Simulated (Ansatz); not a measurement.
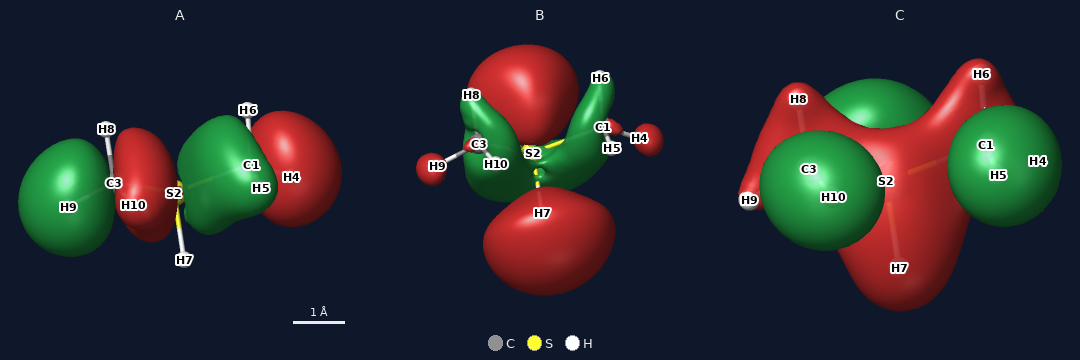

*C₂H₇S (SMILES C[SH+]C) (charge +1). Three frontier orbitals at ±0.08 Å⁻³ᐟ² (green and red are the two phases), in no order.*

Geometry: PBE0-D4/def2-TZVP.

All numbers below come from RKS PBE0-D4/def2-TZVPP in Ansatz 0.2.0.

The calculation's input:

```
crystal:
  periodic: [false, false, false]
  atoms:
    - {symbol: C, position_ang: [-1.166034, 0.673816, -0.471616]}
    - {symbol: S, position_ang: [-0.224555, -0.850736, -0.409729]}
    - {symbol: C, position_ang: [1.070239, -0.522061, 0.786102]}
    - {symbol: H, position_ang: [-1.869232, 0.579977, -1.299817]}
    - {symbol: H, position_ang: [-0.508991, 1.531481, -0.602238]}
    - {symbol: H, position_ang: [-1.717779, 0.736599, 0.466770]}
    - {symbol: H, position_ang: [0.490906, -0.707251, -1.545309]}
    - {symbol: H, position_ang: [0.590711, -0.499435, 1.765101]}
    - {symbol: H, position_ang: [1.764263, -1.362059, 0.741994]}
    - {symbol: H, position_ang: [1.570482, 0.419678, 0.568743]}
basis:
  gaussian: {orbitals: def2-TZVPP}
total_charge: 1
hamiltonian: {xc: pbe0, dispersion: d4}
output: {orbitals: {seedname: orbitals}}
```

Launched as:

```sh
ansatz run in.yaml --threads 2 --pin off --events-out ev --progress --plain --max-ram 32768MiB --backend cuda --devices 0, --max-vram 18GiB
```

> Order the three orbitals by energy and name them.

A is the HOMO−1 (−16.67 eV). Its weight (Hirshfeld) is mainly on C1 (about 25 %), C3 (about 25 %), S2 (about 15 %), H4 (about 15 %) and H9 (about 15 %). C is the HOMO (−15.10 eV). Its weight (Hirshfeld) is mainly on S2 (about 60 %), C1 (about 10 %) and C3 (about 10 %). B is the LUMO (−5.62 eV). It lies mainly on S2 (about 50 %), H7 (about 25 %), C3 (about 5 %) and C1 (about 5 %).

> What is the HOMO–LUMO gap?

9.48 eV between the orbital energies.
